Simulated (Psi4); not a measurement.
**BH2SO (SMILES O[B]S): a chain of runs**

We compute a geometry optimisation (UM06-2X/6-31G*), then the harmonic vibrations, then the energy (UMP2/cc-pVTZ) of BH2SO. 

The calculation is run with Psi4 1.11.

**1. Starting point**

BH2SO: 5 atoms, total charge 0, spin state doublet. As SMILES, `O[B]S`. The coordinates come from a PBE0-D4/def2-TZVP relaxation. This is a higher conformer, about 7 kJ/mol above the lowest found by a separate search. The run starts from this shape.

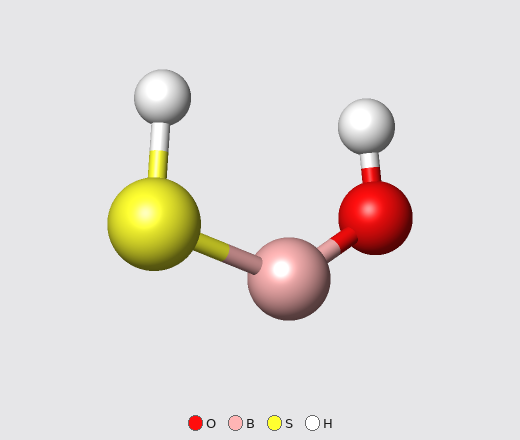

The structure, seen from a chosen angle (oxygen red, boron pink, sulfur yellow, hydrogen white).

**2. A structure relaxation at UM06-2X/6-31G(d) (density fitting, Cartesian functions) (run 1)**

calc.in reads:

```
memory 1600 MB

molecule {
  0 2
  O     -1.294700    -0.054700    -0.435600
  B     -0.454300     0.825600     0.109700
  S      1.253800     0.694200     0.611100
  H     -0.947100    -0.940000    -0.604700
  H      1.492100    -0.598600     0.278200
}

set {
  basis 6-31G*
  reference uks
  geom_maxiter 60
}

e, wfn = optimize('m06-2x', return_wfn=True)
print_variables()
```

Launch:

```
$ psi4 calc.in calc.out -n 1
```

calc.out:

```text
[...]
  Running in c1 symmetry.
[...]
  Nuclear repulsion =   80.849772422660863
[...]
  Multiplicity = 2
[...]
  Nalpha       = 16
  Nbeta        = 15
[...]
    Number of basis functions: 53
[...]
   @DF-UKS iter   1:  -499.27265899649319   -3.17885e-01   9.07339e-03 DIIS/ADIIS
[...]
   @DF-UKS iter   9:  -499.37569396102015   -2.10321e-12   7.28986e-09 DIIS
[...]
   @S^2 Observed:                7.540437205E-01
[...]
    Orbital Energies [Eh]
    ---------------------
    Alpha Occupied:
       1A    -89.922802     2A    -19.685215     3A     -8.273728
       4A     -7.115920     5A     -6.194206     6A     -6.191046
       7A     -6.188395     8A     -1.174188     9A     -0.837501
      10A     -0.669275    11A     -0.535716    12A     -0.505989
      13A     -0.467318    14A     -0.398634    15A     -0.333061
      16A     -0.253197
    Alpha Virtual:
      17A      0.038370    18A      0.070298    19A      0.107181
      20A      0.158668    21A      0.266662    22A      0.376165
      23A      0.399872    24A      0.404676    25A      0.415287
[...]
  @DF-UKS Final Energy:  -499.37569396102015
   => Energetics <=
    Nuclear Repulsion Energy =             80.6749096470314555
    One-Electron Energy =                -847.7745238598586184
    Two-Electron Energy =                 286.2993536354118760
    DFT Exchange-Correlation Energy =     -18.5754333836048211
    Empirical Dispersion Energy =           0.0000000000000000
    VV10 Nonlocal Energy =                  0.0000000000000000
    Total Energy =                       -499.3756939610201471
[...]
 Multipole Moments:
 ------------------------------------------------------------------------------------
     Multipole            Electronic (a.u.)      Nuclear  (a.u.)        Total (a.u.)
 ------------------------------------------------------------------------------------
 L = 1.  Multiply by 2.5417464519 to convert [e a0] to [Debye]
 Dipole X            :         -0.6527749            0.7776768            0.1249020
 Dipole Y            :          1.7147983           -2.6953818           -0.9805834
 Dipole Z            :          0.3343828           -0.6045308           -0.2701480
 Magnitude           :                                                    1.0247557
[...]
  -Total Gradient:
     Atom            X                  Y                   Z
    ------   -----------------  -----------------  -----------------
       1       -0.000155366655     0.000049977869    -0.000033833042
       2        0.000104413199     0.000114861898     0.000069938656
       3       -0.000048302387     0.000183380931     0.000042177863
       4        0.000253243675    -0.000075695805     0.000056526095
       5        0.000139948701     0.000228904739     0.000117036418
[...]
    Final optimized geometry and variables:
    Molecular point group: c1
    Full point group: C1
    Geometry (in Angstrom), charge = 0, multiplicity = 2:
    O           -1.530326272550    -0.528962891184    -0.653473552536
    B           -0.717093838795     0.382187425377    -0.107121857192
    S            1.010007575846     0.211503453063     0.387805373826
    H           -1.145354210318    -1.407719145285    -0.808809075663
    H            1.224841232756    -1.081904712072     0.047416895737
  Variable Map:
  ----------------------------------------------------------------------------
  "CURRENT ENERGY"              =>    -499.375693961020
  "CURRENT REFERENCE ENERGY"    =>    -499.375693961020
  "DD SOLVATION ENERGY"         =>       0.000000000000
[...]
```

The script printed:

```text
Optimizer: Optimization complete!
```

It took 20 s on 1 thread of AMD EPYC 9B45 (Zen 5), shared host; peak memory 0.62 GiB.

Steps, from the record of the run:

```tsv
step	energy from the first frame kept (eV)	largest force (eV/Å)
0	0.0000	0.5061
1	-0.0078	0.1563
2	-0.0091	0.0463
3	-0.0093	0.0151
```

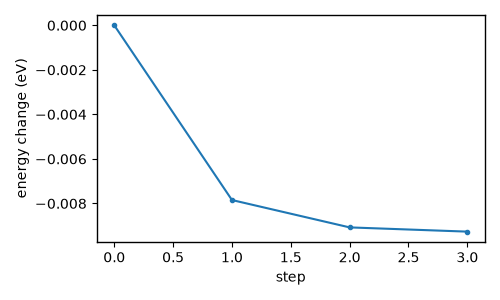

Energy along the run.

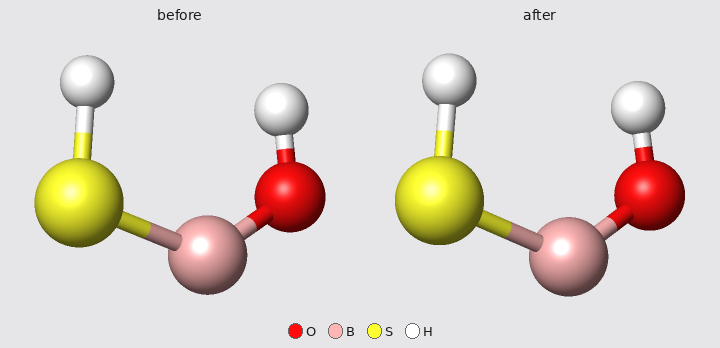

Before and after, at one scale.

After the run. Bond lengths: O1–B2 1.338 Å, B2–S3 1.805 Å, O1–H4 0.972 Å, S3–H5 1.355 Å. Angles: O1–B2–S3 129.0°, B2–O1–H4 116.1°, B2–S3–H5 100.0°.

**3. Vibrational wavenumbers at UM06-2X/6-31G(d) (density fitting, Cartesian functions) (run 2)**

input.in reads:

```
memory 1600 mb

molecule molecule1 {
  0 2
  O     -1.285610    -0.055806    -0.432962
  B     -0.472378     0.855344     0.113389
  S      1.254724     0.684660     0.608317
  H     -0.900638    -0.934563    -0.588298
  H      1.469557    -0.608748     0.267928
  symmetry c1
}

set basis 6-31G*
set reference uks
set t 298.15
set rotational_symmetry_number 1

E, wfn = freq('m06-2x', return_wfn=True)
print_variables()
```

Launch:

```
$ psi4 -i input.in -o input.out -n 1
```

input.out, shortened:

```text
[...]
  Running in c1 symmetry.
[...]
  Nuclear repulsion =   80.674904975274870
[...]
  Multiplicity = 2
[...]
  Nalpha       = 16
  Nbeta        = 15
[...]
    Number of basis functions: 53
[...]
   @DF-UKS iter   1:  -499.27299329481713   -3.40654e-01   9.07576e-03 ADIIS/DIIS
[...]
   @DF-UKS iter  13:  -499.37569392464428   -1.25056e-12   5.86918e-09 DIIS
[...]
   @S^2 Observed:                7.540437249E-01
[...]
  @DF-UKS Final Energy:  -499.37569392464428
   => Energetics <=
    Nuclear Repulsion Energy =             80.6756374392660263
    One-Electron Energy =                -847.7751351821527805
    Two-Electron Energy =                 286.2992355153795643
    DFT Exchange-Correlation Energy =     -18.5754316971370734
    Empirical Dispersion Energy =           0.0000000000000000
    VV10 Nonlocal Energy =                  0.0000000000000000
    Total Energy =                       -499.3756939246442812
[...]
 Multipole Moments:
[...]
  -Total Gradient:
     Atom            X                  Y                   Z
    ------   -----------------  -----------------  -----------------
       1       -0.000087026759    -0.000176108271    -0.000113798239
       2        0.000110782578     0.000035540515     0.000058996687
       3       -0.000053078036     0.000423720569     0.000122725364
       4        0.000171484115     0.000201703281     0.000143957268
       5        0.000150513087     0.000017364891     0.000042082276
[...]
  ==> Harmonic Vibrational Analysis <==
[...]
  Freq [cm^-1]                 335.3390            336.6517            530.4232
[...]
  IR activ [km/mol]            15.2896              0.1216             148.1660
[...]
  Freq [cm^-1]                 667.7308            819.4354           1035.3254
[...]
  IR activ [km/mol]            16.2204              0.4027             274.8319
[...]
  Freq [cm^-1]                1406.1354           2623.6825           3723.5976
[...]
  IR activ [km/mol]            234.7622            52.4867             16.1962
[...]
  Total E_0, Enthalpy at 0 [K]                                                         -499.34954442 [Eh]
[...]
  Total H, Enthalpy at  298.15 [K]                                                     -499.34457231 [Eh]
[...]
  Total G, Gibbs energy at  298.15 [K]                                                 -499.37590585 [Eh]
[...]
```

Standard output:

```text
Warning: used thermodynamics relations inappropriate for low-frequency modes: ['335.3390' '336.6517' '530.4232']
```

Wall time 2.4 min (1 thread of AMD EPYC 9B45 (Zen 5), shared host); peak memory 0.61 GiB.

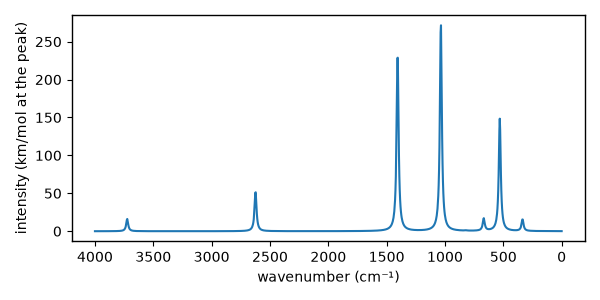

Harmonic infrared spectrum, unscaled, lines broadened by 10 cm⁻¹.

**4. The energy at UMP2/cc-pVTZ (density fitting, density fitting for correlation) (run 3)**

calc.py reads:

```python
import psi4

psi4.set_memory(1600000000)
psi4.set_num_threads(1)
psi4.set_output_file('output.dat', False)

mol = psi4.geometry("""
0 2
O     -2.42945080    -0.10545806    -0.81817960
B     -0.89266505     1.61636590     0.21427416
S      2.37108472     1.29381989     1.14955253
H     -1.70195916    -1.76606812    -1.11172210
H      2.77706025    -1.15036700     0.50631054
units bohr
""")

psi4.set_options({
    'basis': 'cc-pVTZ',
    'reference': 'uhf',
    'freeze_core': True,
})

E, wfn = psi4.energy("mp2", return_wfn=True)
print(f'mp2 energy: {E:.10f} Eh')
```

Launch:

```
$ python calc.py
```

output.dat:

```text
[...]
  Running in c1 symmetry.
[...]
  Nuclear repulsion =   80.674905030478087
[...]
  Multiplicity = 2
[...]
  Nalpha       = 16
  Nbeta        = 15
[...]
    Number of basis functions: 122
[...]
   @DF-UHF iter   1:  -498.21568145528090   -6.55685e-01   3.75659e-03 DIIS/ADIIS
[...]
   @DF-UHF iter  15:  -498.31758847534184   -8.24230e-12   6.59079e-09 DIIS
[...]
   @S^2 Observed:                7.554416987E-01
[...]
    Orbital Energies [Eh]
    ---------------------
    Alpha Occupied:
       1A    -91.964720     2A    -20.600598     3A     -8.968967
       4A     -7.679777     5A     -6.649883     6A     -6.649073
       7A     -6.647953     8A     -1.395910     9A     -0.993360
      10A     -0.785956    11A     -0.641905    12A     -0.608583
      13A     -0.569710    14A     -0.479549    15A     -0.398803
      16A     -0.349970
    Alpha Virtual:
      17A      0.120100    18A      0.120598    19A      0.156692
      20A      0.205782    21A      0.251353    22A      0.267612
      23A      0.291063    24A      0.301934    25A      0.365954
[...]
  @DF-UHF Final Energy:  -498.31758847534184
   => Energetics <=
    Nuclear Repulsion Energy =             80.6749050304780866
    One-Electron Energy =                -847.6693090589744770
    Two-Electron Energy =                 268.6768155531545972
    Total Energy =                       -498.3175884753418359
  UHF NO Occupations:
  HONO-2 :   14  A 1.9991709
  HONO-1 :   15  A 1.9985440
[...]
 Multipole Moments:
 ------------------------------------------------------------------------------------
     Multipole            Electronic (a.u.)      Nuclear  (a.u.)        Total (a.u.)
 ------------------------------------------------------------------------------------
 L = 1.  Multiply by 2.5417464519 to convert [e a0] to [Debye]
 Dipole X            :         -0.5543411            0.7776767            0.2233357
 Dipole Y            :          1.7774716           -2.6953821           -0.9179105
 Dipole Z            :          0.3854676           -0.6045309           -0.2190632
 Magnitude           :                                                    0.9697563
[...]
```

Standard output:

```text
mp2 energy: -498.8080771127 Eh
```

Run time: 2.1 s. Hardware: 1 thread of AMD EPYC 9B45 (Zen 5), shared host; peak memory 0.33 GiB.

**5. Results**

| quantity | value |
| --- | --- |
| run 1, UM06-2X/6-31G*: total energy at the end | -499.37569 Eh |
| run 1, UM06-2X/6-31G*: dipole moment | 2.60 D |
| run 1, UM06-2X/6-31G*: HOMO energy (highest over α and β) | -6.89 eV |
| run 1, UM06-2X/6-31G*: LUMO energy (lowest over α and β) | -1.05 eV |
| run 1, UM06-2X/6-31G*: ⟨S²⟩ | 0.754 |
| run 2, UM06-2X/6-31G*: lowest harmonic wavenumber | 335 cm⁻¹ |
| run 2, UM06-2X/6-31G*: highest harmonic wavenumber | 3724 cm⁻¹ |
| run 2, UM06-2X/6-31G*: zero-point energy | 68.7 kJ/mol |
| run 2, UM06-2X/6-31G*: ideal-gas entropy at 298.15 K (symmetry number 1 as used) | 65.9 cal/(mol K) |
| run 3, UMP2/cc-pVTZ: total energy | -498.80808 Eh |
| run 3, UMP2/cc-pVTZ: HOMO energy (Hartree–Fock orbitals) (highest over α and β) | -9.52 eV |
| run 3, UMP2/cc-pVTZ: LUMO energy (Hartree–Fock orbitals) (lowest over α and β) | 2.06 eV |
| run 3, UMP2/cc-pVTZ: correlation energy (7 core orbitals frozen) | -490.5 mEh |
| run 3, UMP2/cc-pVTZ: ⟨S²⟩ of the reference determinant | 0.755 |

In words: The optimisation (run 1, UM06-2X/6-31G*) took 4 steps and changed the energy by -0.009 eV. All 9 modes (run 2, UM06-2X/6-31G*) are real, so the shape is a minimum at this level.
